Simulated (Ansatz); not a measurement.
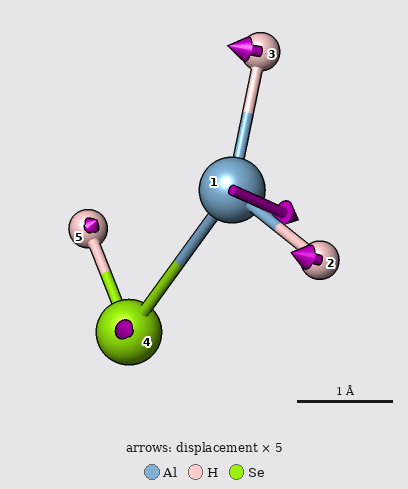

This is a relaxation of AlH$_{3}$Se. The starting structure is drawn; purple arrows show the displacements, magnified 5 times. The two geometries are superimposed by the best rigid fit.

A ball-and-stick model, seen from a free direction.

It is one of the separated products of a reaction.

These are results of RKS PBE0-D4/def2-TZVP (Ansatz), not measurements.

Input file:
```yaml
crystal:
  periodic: [false, false, false]
  atoms:
    - {symbol: Al, position_ang: [-0.575314, 0.660589, -0.080500]}
    - {symbol: H, position_ang: [-1.529542, 0.589201, -1.351482]}
    - {symbol: H, position_ang: [-0.048215, 2.021197, 0.531648]}
    - {symbol: Se, position_ang: [-0.907210, -1.138691, 1.452361]}
    - {symbol: H, position_ang: [-0.096106, -0.497097, 2.495168]}
basis:
  gaussian: {orbitals: def2-TZVP}
hamiltonian: {xc: pbe0, dispersion: d4}
relax: {f_tol: 0.005, max_steps: 200}
```

Launched with:
```bash
ansatz run in.yaml --threads 4 --pin off --events-out ev --progress --plain --max-ram 9574MiB
```

Question: Describe the change and its energy.

Answer: The atom that moves furthest after the best rigid fit is Al1 (0.21 Å). Largest moves by element: Al 0.21 Å, H 0.08 Å, Se 0.05 Å. Some distances before and after: Al1–Se4 2.387 → 2.314 Å, Al1–H2 1.591 → 1.580 Å. Among the angles between lasting bonds that change: H2–Al1–Se4 113.3° → 116.3°, H3–Al1–Se4 116.5° → 119.2°. The energy falls by 0.164 eV in 4 geometry steps. The largest force component goes from 0.99 to 0.0034 eV/Å. Cost: 3.4 s on 4 threads of Intel Xeon 6975P-C (shared host).
